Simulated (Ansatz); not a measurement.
**Ruthenium, dhcp under r²SCAN: ground state and equation of state, part 1 of 2**

The plan for ruthenium in the dhcp structure: relax it, solve it on a dense k-mesh, then scale the cell to 7 volumes from 88 to 112 % of the relaxed one and try a fit of the equation of state. Spin polarisation is left out. The k-meshes are 13×13×4 for the relaxation; 18×18×5 for the dense run; 15×15×4 for the volumes.

Method: DFT r2SCAN, plane waves (500 eV) with PAW, scalar-relativistic; PAW files made under PBE, frozen cores solved again for the functional, in Ansatz 0.2.0.

## (1) The starting structure

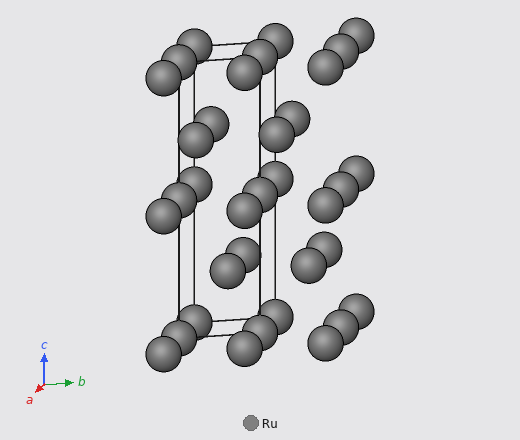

Start, viewed slightly off an axis; ruthenium grey. 2×2×1 cells are drawn. Any atoms on the faces are drawn again on the opposite ones.

As a file:

```cif
data_structure
_symmetry_space_group_name_H-M 'P6_3/mmc'
_symmetry_Int_Tables_number 194
_cell_length_a 2.6763
_cell_length_b 2.6763
_cell_length_c 8.7408
_cell_angle_alpha 90.000
_cell_angle_beta 90.000
_cell_angle_gamma 120.000
_cell_volume 54.22
loop_
_atom_site_label
_atom_site_type_symbol
_atom_site_symmetry_multiplicity
_atom_site_Wyckoff_symbol
_atom_site_fract_x
_atom_site_fract_y
_atom_site_fract_z
_atom_site_occupancy
Ru1 Ru 2 a 0.00000 0.00000 0.00000 1
Ru2 Ru 2 c 0.33333 0.66667 0.25000 1
```

## (2) Relaxing cell and atoms

input.yaml reads:

```yaml
crystal:
  lattice:
    - [2.6763033576, 0.0, 0.0]
    - [-1.3381516788, 2.317746696, 0.0]
    - [0.0, 0.0, 8.7408067661]
  atoms:
    - { symbol: Ru, position: [0.0, 0.0, 0.0] }
    - { symbol: Ru, position: [0.0, 0.0, 0.5] }
    - { symbol: Ru, position: [0.3333333333, 0.6666666667, 0.25] }
    - { symbol: Ru, position: [0.6666666667, 0.3333333333, 0.75] }
hamiltonian:
  xc: r2scan
  pseudopotentials:
    kind: paw
    azcp:
      Ru: "pseudopotentials/Ru.paw.azcp"
basis:
  ecutwfc: 500
  fft_grid_basis: typed
kpoints:
  mp_grid: { grid: [13, 13, 4], shift: [0, 0, 0] }
magnetization:
  spin_polarized: false
scf:
  occupations: { method: fermi_dirac, width: 0.1 }
relax:
  max_steps: 60
  f_tol: 0.01
  cell: {}
```

Started as:

```
$ ansatz run input.yaml --threads 1 --pin off --max-ram 3584MiB --backend cpu --events-out ev --progress --plain --runs-dir out
```

What it wrote:

```text
Engine: ansatz 0.2.0, x86_64-unknown-linux-gnu
Pseudopotentials: kind: paw
Pseudopotential: Ru, paw, valence charge 16, recommended cutoff 500 eV (meta_gga), <dir>
Functional definition: r2SCAN
  parameter k0 = 0.174
  parameter k1 = 0.065
  parameter a1 = 4.9479
  exchange = r2scan_x(k0 = k0, k1 = k1, a1 = a1)
  correlation = r2scan_c
Crystal: 4 atoms, lattice volume = 54.219 Å³
Basis set: ecut = 500 eV, 1387 PW (Γ), exchange–correlation on 80×80×256 points (64 copies of the dense FFT grid, shifted against one another)
Bands: 39, of which v1, the nominal top of the filled ones, is band 32 counted from 1 (31 counted from 0)
Symmetry: 24 space group operations
Space group: P63/mmc (ITA 194), of the structure as read, at distance tolerance 3.8e-5 Å
k-points: 63 of 676
Non-local potential: Ru, projectors of the file, l = 0: 3, l = 1: 2, l = 2: 2, l = 3: 1
PAW form: soft (Blöchl's): semilocal exchange-correlation on the pseudo side does not see the compensation charge
PAW frozen core: Ru, regenerated for the run's functional (the file was generated under x = pbe(κ = 0.804, μ = 0.2195149727645171), c = pbe(β = 0.06672455060314922))
PAW one-centre angular grid: Ru, 590 points (default); XC on 160 Gauss nodes
Initial density: superposition of atomic densities (neutral atoms: chi_scale 0, normalization atom), corrected by the library's trained network
Initial wavefunctions: pseudopotential atomic-orbital guess
Functional: x = r2scan, c = r2scan; τ floored in thin density (d = 2e-4 eV/Å³)
SCF iter   1: F=—  HF=-23562.464601 eV  |F-HF|=—  |Δ(HF+E_count)|=         —  Δρ=1.12e-2  dr2=2.29e-2  dr2_τ=2.68e-2  ethr=1.77e-3  ⟨swp⟩=5.6  Hψ=8369  notcnv=0
preconditioner: auto → Kerker (q_TF=auto, 2.805 Å⁻¹)  [metal: Δε(μ)=0.004 eV  Ē_g=5.462 eV  σ=0.100 eV  W_gap=0.01  n_scr=24 (ndim 8)  ℏωp=28.5 eV  f_vac=0.000  D(μ)=4.78/eV (n_scr^D=64)]
SCF iter   2: F=—  HF=-23562.503538 eV  |F-HF|=—  |Δ(HF+E_count)|=   3.89e-2  Δρ=6.49e-3  dr2=1.04e-2  dr2_τ=1.17e-3  ethr=3.58e-5  ⟨swp⟩=2.0  Hψ=4857  notcnv=0
SCF iter   3: F=—  HF=-23562.506023 eV  |F-HF|=—  |Δ(HF+E_count)|=   2.48e-3  Δρ=3.78e-3  dr2=7.87e-3  dr2_τ=7.61e-4  ethr=1.62e-5  ⟨swp⟩=2.3  Hψ=3483  notcnv=0
SCF iter   4: F=—  HF=-23562.506623 eV  |F-HF|=—  |Δ(HF+E_count)|=   6.00e-4  Δρ=7.18e-4  dr2=2.00e-4  dr2_τ=3.58e-5  ethr=1.23e-5  ⟨swp⟩=1.2  Hψ=2491  notcnv=0
SCF iter   5: F=—  HF=-23562.506711 eV  |F-HF|=—  |Δ(HF+E_count)|=   8.77e-5  Δρ=1.76e-4  dr2=1.44e-5  dr2_τ=4.12e-7  ethr=3.12e-7  ⟨swp⟩=2.2  Hψ=3814  notcnv=0
SCF iter   6: F=—  HF=-23562.506718 eV  |F-HF|=—  |Δ(HF+E_count)|=   7.15e-6  Δρ=6.18e-5  dr2=1.47e-6  dr2_τ=6.13e-8  ethr=2.25e-8  ⟨swp⟩=2.0  Hψ=4204  notcnv=0
SCF iter   7: F=—  HF=-23562.506720 eV  |F-HF|=—  |Δ(HF+E_count)|=   1.83e-6  Δρ=2.41e-5  dr2=4.12e-7  dr2_τ=2.86e-8  ethr=2.29e-9  ⟨swp⟩=2.0  Hψ=3571  notcnv=0
SCF iter   8: F=-23562.506720 eV  HF=-23562.506720 eV  |F-HF|=5.52e-9  |Δ(HF+E_count)|=   3.72e-8  Δρ=7.92e-6  dr2=3.83e-8  dr2_τ=2.05e-9  ethr=1.56e-10  ⟨swp⟩=2.9  Hψ=9970  notcnv=0
SCF 1 converged in 8 iterations: F = -23562.506720 eV  dr2 = 3.83e-8
relax step   1: F+E_penalty+E_count = -23562.50671958 eV  Δ(F+E_penalty+E_count) = +0.000e0 eV  max|allowed force component| = 3.816e-17 eV/Å  Δτ_max = 0.0000 Å  P = +0.004 GPa  Ω = 54.219 Å³  (8 SCF iters, dr2 threshold 1.00e-7 eV, accepted)
Crystal: 4 atoms, lattice volume = 54.204 Å³
Basis set: ecut = 500 eV, 1375 PW (Γ), exchange–correlation on 80×80×256 points (64 copies of the dense FFT grid, shifted against one another)
Initial density: handed on by an earlier stage of this run
Initial wavefunctions: those handed on with the density
iter 1 solved again at ethr=3.97e-6 eV; its pass at ethr=3.10e-3 eV (dr2=2.54e-3 eV) is discarded
SCF iter   1: F=—  HF=-23562.458332 eV  |F-HF|=—  |Δ(HF+E_count)|=         —  Δρ=2.35e-3  dr2=3.04e-3  dr2_τ=6.56e-2  ethr=3.97e-6  ⟨swp⟩=2.1  Hψ=12763  notcnv=0
preconditioner: auto → Kerker (q_TF=auto, 2.805 Å⁻¹)  [metal: Δε(μ)=0.012 eV  Ē_g=5.445 eV  σ=0.100 eV  W_gap=0.03  n_scr=24 (ndim 8)  ℏωp=28.5 eV  f_vac=0.000  D(μ)=4.66/eV (n_scr^D=52)]
SCF iter   2: F=—  HF=-23562.514110 eV  |F-HF|=—  |Δ(HF+E_count)|=   5.58e-2  Δρ=1.22e-3  dr2=5.54e-4  dr2_τ=1.32e-4  ethr=3.97e-6  ⟨swp⟩=2.1  Hψ=4560  notcnv=0
SCF iter   3: F=—  HF=-23562.514273 eV  |F-HF|=—  |Δ(HF+E_count)|=   1.63e-4  Δρ=7.89e-4  dr2=4.22e-4  dr2_τ=4.56e-5  ethr=8.65e-7  ⟨swp⟩=2.1  Hψ=3315  notcnv=0
SCF iter   4: F=—  HF=-23562.514310 eV  |F-HF|=—  |Δ(HF+E_count)|=   3.70e-5  Δρ=3.70e-4  dr2=4.40e-5  dr2_τ=7.11e-6  ethr=6.59e-7  ⟨swp⟩=1.1  Hψ=2484  notcnv=0
SCF iter   5: F=—  HF=-23562.514331 eV  |F-HF|=—  |Δ(HF+E_count)|=   2.05e-5  Δρ=8.64e-5  dr2=2.92e-6  dr2_τ=1.28e-7  ethr=6.88e-8  ⟨swp⟩=2.2  Hψ=3715  notcnv=0
SCF iter   6: F=-23562.514331 eV  HF=-23562.514331 eV  |F-HF|=2.70e-8  |Δ(HF+E_count)|=   3.44e-7  Δρ=2.28e-5  dr2=1.89e-7  dr2_τ=1.37e-8  ethr=6.25e-10  ⟨swp⟩=2.9  Hψ=10287  notcnv=0
SCF 2 converged in 6 iterations: F = -23562.514331 eV  dr2 = 1.89e-7
relax step   2: F+E_penalty+E_count = -23562.51433123 eV  Δ(F+E_penalty+E_count) = -7.612e-3 eV  max|allowed force component| = 4.077e-17 eV/Å  Δτ_max = 0.0000 Å  P = +0.259 GPa  Ω = 54.204 Å³  energy of the carried Pulay correction = +1.384e-5 eV  (6 SCF iters, dr2 threshold 4.00e-7 eV, accepted)
Crystal: 4 atoms, lattice volume = 54.248 Å³
iter 1 solved again at ethr=9.68e-7 eV; its pass at ethr=3.10e-3 eV (dr2=6.20e-4 eV) is discarded
SCF iter   1: F=—  HF=-23562.512340 eV  |F-HF|=—  |Δ(HF+E_count)|=         —  Δρ=1.01e-3  dr2=5.86e-4  dr2_τ=1.18e-2  ethr=9.68e-7  ⟨swp⟩=2.0  Hψ=12457  notcnv=0
preconditioner: auto → Kerker (q_TF=auto, 2.805 Å⁻¹)  [metal: Δε(μ)=0.008 eV  Ē_g=5.442 eV  σ=0.100 eV  W_gap=0.02  n_scr=24 (ndim 8)  ℏωp=28.5 eV  f_vac=0.000  D(μ)=4.74/eV (n_scr^D=64)]
SCF iter   2: F=—  HF=-23562.522685 eV  |F-HF|=—  |Δ(HF+E_count)|=   1.03e-2  Δρ=5.65e-4  dr2=1.33e-4  dr2_τ=3.09e-5  ethr=9.16e-7  ⟨swp⟩=2.0  Hψ=4538  notcnv=0
SCF iter   3: F=—  HF=-23562.522712 eV  |F-HF|=—  |Δ(HF+E_count)|=   2.68e-5  Δρ=3.47e-4  dr2=7.05e-5  dr2_τ=7.58e-6  ethr=2.07e-7  ⟨swp⟩=1.4  Hψ=2615  notcnv=0
SCF iter   4: F=—  HF=-23562.522721 eV  |F-HF|=—  |Δ(HF+E_count)|=   9.40e-6  Δρ=1.66e-4  dr2=7.59e-6  dr2_τ=1.38e-6  ethr=1.10e-7  ⟨swp⟩=1.1  Hψ=2475  notcnv=0
SCF iter   5: F=—  HF=-23562.522726 eV  |F-HF|=—  |Δ(HF+E_count)|=   4.88e-6  Δρ=4.22e-5  dr2=8.86e-7  dr2_τ=3.13e-8  ethr=1.19e-8  ⟨swp⟩=2.1  Hψ=3601  notcnv=0
SCF iter   6: F=-23562.522726 eV  HF=-23562.522726 eV  |F-HF|=1.03e-8  |Δ(HF+E_count)|=   1.30e-7  Δρ=1.45e-5  dr2=1.02e-7  dr2_τ=2.96e-9  ethr=6.25e-10  ⟨swp⟩=4.0  Hψ=8760  notcnv=0
SCF 3 converged in 6 iterations: F = -23562.522726 eV  dr2 = 1.02e-7
relax step   3: F+E_penalty+E_count = -23562.52272620 eV  Δ(F+E_penalty+E_count) = -8.395e-3 eV  max|allowed force component| = 1.850e-17 eV/Å  Δτ_max = 0.0000 Å  P = -0.161 GPa  Ω = 54.248 Å³  energy of the carried Pulay correction = -1.541e-5 eV  (6 SCF iters, dr2 threshold 4.00e-7 eV, accepted)
Crystal: 4 atoms, lattice volume = 54.217 Å³
iter 1 solved again at ethr=4.66e-9 eV; its pass at ethr=3.10e-3 eV (dr2=2.98e-6 eV) is discarded
SCF iter   1: F=—  HF=-23562.522722 eV  |F-HF|=—  |Δ(HF+E_count)|=         —  Δρ=6.38e-5  dr2=2.14e-6  dr2_τ=3.09e-5  ethr=4.66e-9  ⟨swp⟩=2.0  Hψ=10251  notcnv=0
preconditioner: auto → Kerker (q_TF=auto, 2.805 Å⁻¹)  [metal: Δε(μ)=0.013 eV  Ē_g=5.448 eV  σ=0.100 eV  W_gap=0.03  n_scr=24 (ndim 8)  ℏωp=28.5 eV  f_vac=0.000  D(μ)=4.72/eV (n_scr^D=64)]
SCF iter   2: F=—  HF=-23562.522758 eV  |F-HF|=—  |Δ(HF+E_count)|=   3.60e-5  Δρ=2.44e-5  dr2=1.60e-7  dr2_τ=8.96e-8  ethr=3.34e-9  ⟨swp⟩=2.0  Hψ=4505  notcnv=0
SCF iter   3: F=-23562.522758 eV  HF=-23562.522758 eV  |F-HF|=4.28e-8  |Δ(HF+E_count)|=   1.06e-7  Δρ=1.51e-5  dr2=5.82e-8  dr2_τ=1.09e-8  ethr=1.29e-10  ⟨swp⟩=4.0  Hψ=7776  notcnv=0
SCF 4 converged in 3 iterations: F = -23562.522758 eV  dr2 = 5.82e-8
relax step   4: F+E_penalty+E_count = -23562.52275836 eV  Δ(F+E_penalty+E_count) = -3.216e-5 eV  max|allowed force component| = 1.850e-17 eV/Å  Δτ_max = 0.0000 Å  P = +0.024 GPa  Ω = 54.217 Å³  energy of the carried Pulay correction = +3.658e-6 eV  (3 SCF iters, dr2 threshold 8.23e-8 eV, accepted)
Initial wavefunctions: pseudopotential atomic-orbital guess (no wavefunctions were taken with the density)
iter 1 solved again at ethr=6.75e-8 eV; its pass at ethr=3.10e-3 eV (dr2=4.32e-5 eV) is discarded
SCF iter   1: F=—  HF=-23562.522772 eV  |F-HF|=—  |Δ(HF+E_count)|=         —  Δρ=7.86e-5  dr2=2.10e-7  dr2_τ=1.16e-6  ethr=6.75e-8  ⟨swp⟩=3.3  Hψ=15386  notcnv=0
preconditioner: auto → Kerker (q_TF=auto, 2.805 Å⁻¹)  [metal: Δε(μ)=0.013 eV  Ē_g=5.447 eV  σ=0.100 eV  W_gap=0.03  n_scr=24 (ndim 8)  ℏωp=28.5 eV  f_vac=0.000  D(μ)=4.72/eV (n_scr^D=64)]
SCF iter   2: F=—  HF=-23562.522776 eV  |F-HF|=—  |Δ(HF+E_count)|=   4.18e-6  Δρ=3.95e-5  dr2=5.36e-8  dr2_τ=2.30e-7  ethr=3.27e-10  ⟨swp⟩=2.2  Hψ=3686  notcnv=0
SCF iter   3: F=—  HF=-23562.522779 eV  |F-HF|=—  |Δ(HF+E_count)|=   2.86e-6  Δρ=6.75e-6  dr2=3.18e-8  dr2_τ=4.32e-9  ethr=8.37e-11  ⟨swp⟩=2.1  Hψ=4318  notcnv=0
SCF iter   4: F=—  HF=-23562.522779 eV  |F-HF|=—  |Δ(HF+E_count)|=   1.16e-8  Δρ=3.12e-6  dr2=4.86e-9  dr2_τ=5.53e-10  ethr=4.97e-11  ⟨swp⟩=1.2  Hψ=2511  notcnv=0
SCF iter   5: F=—  HF=-23562.522779 eV  |F-HF|=—  |Δ(HF+E_count)|=   2.72e-9  Δρ=8.15e-7  dr2=2.67e-10  dr2_τ=6.77e-11  ethr=7.59e-12  ⟨swp⟩=2.0  Hψ=3461  notcnv=0
SCF iter   6: F=-23562.522779 eV  HF=-23562.522779 eV  |F-HF|=4.73e-11  |Δ(HF+E_count)|=  2.07e-10  Δρ=2.92e-7  dr2=3.19e-11  dr2_τ=4.45e-12  ethr=1.00e-12  ⟨swp⟩=3.3  Hψ=9943  notcnv=0
SCF 5 converged in 6 iterations: F = -23562.522779 eV  dr2 = 3.19e-11
relax step   5: F+E_penalty+E_count = -23562.52277878 eV  Δ(F+E_penalty+E_count) = -2.042e-5 eV  max|allowed force component| = 1.850e-17 eV/Å  Δτ_max = 0.0000 Å  P = +0.024 GPa  Ω = 54.217 Å³  stress off target by 3.15e-2 GPa  SCF on the basis re-selected at this cell (its energy is not comparable with the rows above)  (6 SCF iters)
basis re-selected at this cell: Δ(F+E_penalty+E_count) = -2.042e-5 eV, ΔP = +0.000 GPa vs the last step (what re-selecting the basis moved, of the pressure what is left beyond the Pulay correction that the steps carried, after the strain that the cell walked since its last selection, with what the two solves' SCF thresholds leave and, on support functions, any second-order correction that the steps lacked; it is no measure of the basis error at this ecutwfc). This SCF's stress stands 3.15e-2 GPa from its target on what of the cell is left free (relax.cell.stress_tol is 5.00e-2 GPa) and its largest allowed force component is 1.85e-17 eV/Å (relax.f_tol is 1.00e-2 eV/Å): within both
SCF converged after 6 iterations
Free energy (F): -23562.522779 eV
Harris-Foulkes:  -23562.522779 eV  (|F-HF|=4.73e-11)
Internal energy: -23562.371181 eV  (E = F + TS)
E sigma→0 (E₀):  -23562.446980 eV
Entropy (-TS):   -0.151598 eV (-37.899 meV/atom)
Fermi energy:    23.427533 eV
--- Per-component energies (eV) ---
  E_band       = -271.786381
  E_kinetic    = 2057.342708
  E_local      = -5019.866781  (includes V_loc(G=0)·N_el)
  E_nonlocal   = 1372.058717
  E_hartree    = 1612.552899
  E_xc         = -736.998177
  E_vxc        = -1067.750685  (∫ρ·V_xc dr)
  E_paw        = -13915.758443  (= ΣΔE_a)
  E_vpaw       = -913.837874  (= ΣTr[D̂ρ^β])
  E_aug_tail   = 0.000411  (compensation charges beyond the density's cutoff)
  E_vtau       = 75.161358  (kinetic-family band-sum trace: ∫τ·v_τ [+ j·A + Jᵃ·Aᵃ] dr)
  E_ewald      = -8930.458694
  E_core_change = -1.243822  (= ΣΔE_core)
  E_smearing   = -0.151598  (= −TS)
  E_closure    = -0.000000  (closes the sum)
  Σ components = -23562.522779   (vs F -23562.522779, Δ=0.00e0)
--- Forces (eV/Å), atoms counted from 1 ---
  atom   1  Ru    -0.00000000     0.00000000     0.00000000
  atom   2  Ru    -0.00000000     0.00000000     0.00000000
  atom   3  Ru     0.00000000    -0.00000000     0.00000000
  atom   4  Ru     0.00000000     0.00000000     0.00000000
  max |Σ_I F_I| component: 8.41e-30 eV/Å
--- Stress (GPa, compression-positive) ---
        0.031542      -0.000000       0.000000
        0.000000       0.031542       0.000000
        0.000000       0.000000       0.008742
  P = ⅓ Tr σ = 0.0239 GPa (0.239 kbar)
--- Relaxed structure (4 steps of the walk, 4 accepted, 1 SCFs on fresh bases) ---
  F+E_penalty+E_count = -23562.52277878 eV   max|allowed force component| = 1.850e-17 eV/Å   (the final SCF, on the basis selected at the relaxed cell)
  cell:  # Å, volume = 54.2173 Å³
    - [2.6918405422348988, 0.0, 0.0]
    - [-1.3459202711174494, 2.331202292512301, 0.0]
    - [0.0, 0.0, 8.639905072955457]
  atoms:
    - { symbol: Ru, position: [8.802254700362837e-35, 3.043568124971527e-34, 1.1017606166065018e-34] }
    - { symbol: Ru, position: [2.8855634864451027e-34, 4.14717263527048e-34, 0.5] }
    - { symbol: Ru, position: [0.33333333333333326, 0.6666666666666666, 0.25] }
    - { symbol: Ru, position: [0.6666666666666667, 0.33333333333333326, 0.7500000000000001] }
```

It took 86 s on 1 thread of Intel Xeon Platinum 8259CL at 2.50GHz (Skylake/Cascade Lake), shared host; peak memory 0.7 GiB.

The steps of the relaxation:

```tsv
step	energy change (meV/atom)	largest force (eV/Å)	pressure (GPa)	volume (Å³/atom)
1	0.00	0.0000	0.00	13.555
2	-1.90	0.0000	0.26	13.551
3	-4.00	0.0000	-0.16	13.562
4	-4.01	0.0000	0.02	13.554
5	-4.01	0.0000	0.02	13.554
```

Steps that repeat a cell are solved on a basis chosen anew, so their changes of energy are no gain of the relaxation.

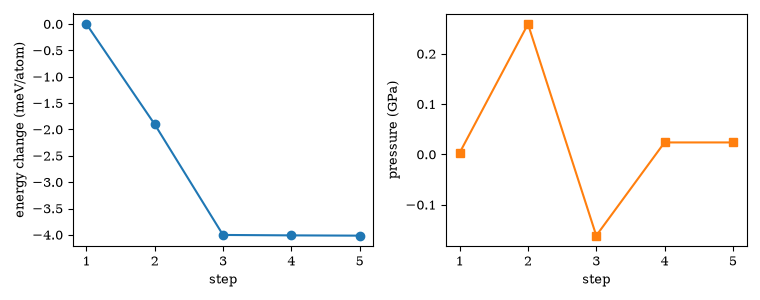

Energy and pressure over the accepted steps.

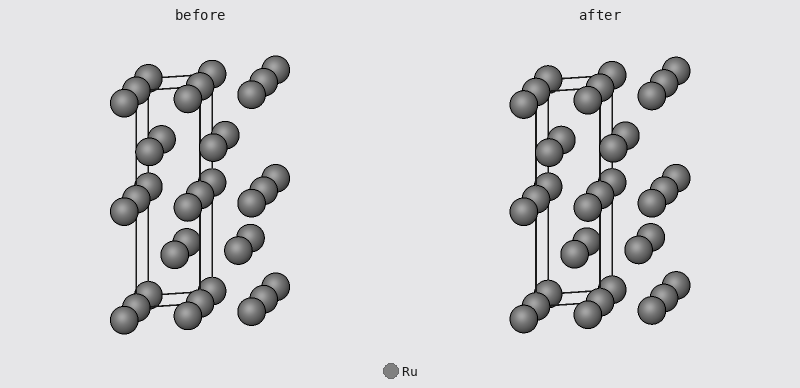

Before and after, at one scale. The cells drawn are those of the first picture.

The cell of the run, before and after:

|  | before | after | change |
| --- | --- | --- | --- |
| a (Å) | 2.676 | 2.692 | +0.6 % |
| b (Å) | 2.676 | 2.692 | +0.6 % |
| c (Å) | 8.741 | 8.640 | -1.2 % |
| volume (Å³/atom) | 13.555 | 13.554 | +0.0 % |
| shortest distance (Å) | 2.676 | 2.661 | -0.6 % |
| space group (spins left aside) | P6_3/mmc | P6_3/mmc | same |

## (3) Dense single point

input.yaml, as its differences from that of step 2:

```diff
@@ -2,5 +2,5 @@
   lattice:
-    - [2.6763033576, 0.0, 0.0]
-    - [-1.3381516788, 2.317746696, 0.0]
-    - [0.0, 0.0, 8.7408067661]
+    - [2.6918405422, 0.0, 0.0]
+    - [-1.3459202711, 2.3312022925, 0.0]
+    - [0.0, 0.0, 8.639905073]
   atoms:
@@ -20,3 +20,3 @@
 kpoints:
-  mp_grid: { grid: [13, 13, 4], shift: [0, 0, 0] }
+  mp_grid: { grid: [18, 18, 5], shift: [0, 0, 0] }
 magnetization:
@@ -25,5 +25 @@
   occupations: { method: fermi_dirac, width: 0.1 }
-relax:
-  max_steps: 60
-  f_tol: 0.01
-  cell: {}
```

Started as:

```
$ ansatz run input.yaml --threads 1 --pin off --max-ram 3584MiB --backend cpu --events-out ev --progress --plain --runs-dir out
```

What it wrote, shortened:

```text
[...]
[... 3 set-up lines as earlier in the session ...]
[...]
Crystal: 4 atoms, lattice volume = 54.217 Å³
Basis set: ecut = 500 eV, 1375 PW (Γ), exchange–correlation on 80×80×256 points (64 copies of the dense FFT grid, shifted against one another)
Bands: 39, of which v1, the nominal top of the filled ones, is band 32 counted from 1 (31 counted from 0)
[... 2 set-up lines as earlier in the session ...]
k-points: 111 of 1620
[...]
SCF iter   1: F=—  HF=-23562.496733 eV  |F-HF|=—  |Δ(HF+E_count)|=         —  Δρ=1.18e-2  dr2=2.64e-2  dr2_τ=2.70e-2  ethr=1.77e-3  ⟨swp⟩=5.6  Hψ=14666  notcnv=0
[...]
SCF iter   8: F=-23562.539074 eV  HF=-23562.539074 eV  |F-HF|=9.15e-9  |Δ(HF+E_count)|=   1.51e-8  Δρ=6.05e-6  dr2=1.87e-8  dr2_τ=1.20e-9  ethr=1.56e-10  ⟨swp⟩=1.4  Hψ=12106  notcnv=0
[...]
SCF converged after 8 iterations
Free energy (F): -23562.539074 eV
[...]
E sigma→0 (E₀):  -23562.472287 eV
Entropy (-TS):   -0.133574 eV (-33.393 meV/atom)
Fermi energy:    23.407281 eV
[...]
```

Wall time 24 s (1 thread of Intel Xeon Platinum 8259CL at 2.50GHz (Skylake/Cascade Lake), shared host); peak memory 0.71 GiB.

## (4) At 88 % of the relaxed volume

input.yaml, as its differences from that of step 3:

```diff
@@ -2,5 +2,5 @@
   lattice:
-    - [2.6918405422, 0.0, 0.0]
-    - [-1.3459202711, 2.3312022925, 0.0]
-    - [0.0, 0.0, 8.639905073]
+    - [2.5795476452, 0.0, 0.0]
+    - [-1.2897738226, 2.233953791, 0.0]
+    - [0.0, 0.0, 8.2794825459]
   atoms:
@@ -20,3 +20,3 @@
 kpoints:
-  mp_grid: { grid: [18, 18, 5], shift: [0, 0, 0] }
+  mp_grid: { grid: [15, 15, 4], shift: [0, 0, 0] }
 magnetization:
@@ -25 +25,4 @@
   occupations: { method: fermi_dirac, width: 0.1 }
+  lower_state_search: "off"
+output:
+  stress: true
```

Started as:

```
$ ansatz run input.yaml --threads 1 --pin off --max-ram 3584MiB --backend cpu --events-out ev --progress --plain --runs-dir out
```

What it wrote, shortened:

```text
[...]
[... 3 set-up lines as earlier in the session ...]
[...]
Crystal: 4 atoms, lattice volume = 47.711 Å³
Basis set: ecut = 500 eV, 1231 PW (Γ), exchange–correlation on 80×80×256 points (64 copies of the dense FFT grid, shifted against one another)
Bands: 39, of which v1, the nominal top of the filled ones, is band 32 counted from 1 (31 counted from 0)
[... 1 set-up line as earlier in the session ...]
Space group: P63/mmc (ITA 194), of the structure as read, at distance tolerance 3.6e-5 Å
k-points: 81 of 900
[...]
SCF iter   1: F=-23561.491528 eV  HF=-23561.457911 eV  |F-HF|=3.36e-2  |Δ(HF+E_count)|=         —  Δρ=1.40e-2  dr2=4.41e-2  dr2_τ=4.55e-2  ethr=1.77e-3  ⟨swp⟩=6.1  Hψ=12177  notcnv=0
[...]
SCF iter   7: F=-23561.514736 eV  HF=-23561.514736 eV  |F-HF|=1.08e-8  |Δ(HF+E_count)|=   2.08e-7  Δρ=8.74e-6  dr2=2.76e-8  dr2_τ=6.20e-9  ethr=1.56e-10  ⟨swp⟩=4.0  Hψ=11433  notcnv=0
[...]
SCF converged after 7 iterations
Free energy (F): -23561.514736 eV
[...]
E sigma→0 (E₀):  -23561.460436 eV
Entropy (-TS):   -0.108600 eV (-27.150 meV/atom)
Fermi energy:    27.342083 eV
[...]
--- Stress (GPa, compression-positive) ---
       56.170597       0.000000       0.000000
        0.000000      56.170597       0.000000
        0.000000       0.000000      59.986039
  P = ⅓ Tr σ = 57.4424 GPa (574.424 kbar)
```

It took 24 s on 1 thread of Intel Xeon Platinum 8259CL at 2.50GHz (Skylake/Cascade Lake), shared host; peak memory 0.69 GiB.

(Continued in part 2 of 2.)
